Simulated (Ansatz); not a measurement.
**Strength of the Sn–H bond: SnH(NH2)3 → Sn(NH2)3 + H**

Species: SnH(NH2)3, singlet; Sn(NH2)3, doublet; H atom, doublet. 

Shapes, held fixed at every level: PBE0-D4/def2-TZVP. Flexible molecules stand in one conformer, not always the lowest. Programs: Ansatz 0.2.0. Electronic energies: no zero-point or thermal term.

```json
{"level": "HF/def2-TZVPP", "kind": "Hartree–Fock", "ΔE (kJ/mol)": "+250.9", "less CCSD(T)/def2-TZVPP": "-62.8"}
{"level": "r2SCAN-D4/def2-TZVPP", "kind": "meta-GGA", "ΔE (kJ/mol)": "+282.3", "less CCSD(T)/def2-TZVPP": "-31.4"}
{"level": "wB97X-V/def2-TZVPP", "kind": "range-separated hybrid", "ΔE (kJ/mol)": "+315.5", "less CCSD(T)/def2-TZVPP": "+1.8"}
{"level": "B2PLYP/def2-TZVPP", "kind": "double hybrid", "ΔE (kJ/mol)": "+296.7", "less CCSD(T)/def2-TZVPP": "-17.0"}
{"level": "MP2/def2-TZVPP", "kind": "perturbation theory", "ΔE (kJ/mol)": "+306.1", "less CCSD(T)/def2-TZVPP": "-7.6"}
{"level": "CCSD/def2-TZVPP", "kind": "coupled cluster or CI", "ΔE (kJ/mol)": "+316.4", "less CCSD(T)/def2-TZVPP": "+2.7"}
{"level": "CCSD(T)/def2-TZVPP", "kind": "coupled cluster or CI", "ΔE (kJ/mol)": "+313.7", "less CCSD(T)/def2-TZVPP": "0.0"}
```

The highest level, CCSD(T)/def2-TZVPP, gives ΔE = +313.7 kJ/mol; the levels span +250.9 to +316.4. The column of differences is taken from that level and isn't an error. Hartree–Fock misses the correlation of the pair that is broken and comes out low. No measured value is set beside it here. Open shells run unrestricted unless RO is named. For atoms past krypton def2 sets carry core potentials with scalar relativity. Correlated rows may include outer-core shells of Sn, which these sets cover unevenly.

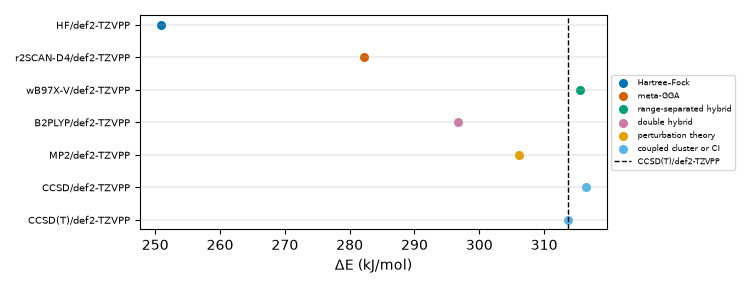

The values of the table, level by level.
